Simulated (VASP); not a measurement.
Band structure of BaTiO$_{3}$ (space group R3m). Computed with PBEsol GGA, VASP's PBE PAW potentials (set 64) (plane waves; VASP).

Unless said otherwise, spin-orbit coupling is left out, though it shifts the bands of the heavy elements here.

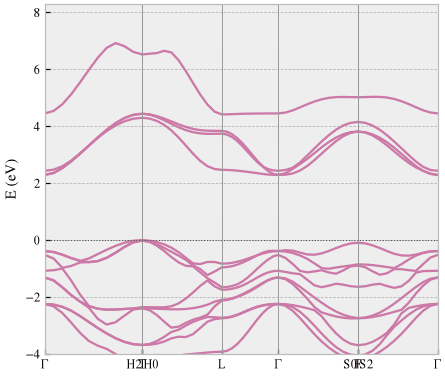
Bands along high-symmetry lines, zero at the valence-band maximum or, without a gap, the Fermi level

Task: Read the plot: is there a gap, and where are the band edges?

Result: The gap is indirect, 2.29 eV, from the valence maximum at T to the conduction minimum at Γ. (Edges off the drawn lines would not show.)

The structure comes from a measured BaTiO3 entry (R3m) of the Crystallography Open Database, whose conditions weren't checked. It was relaxed first.
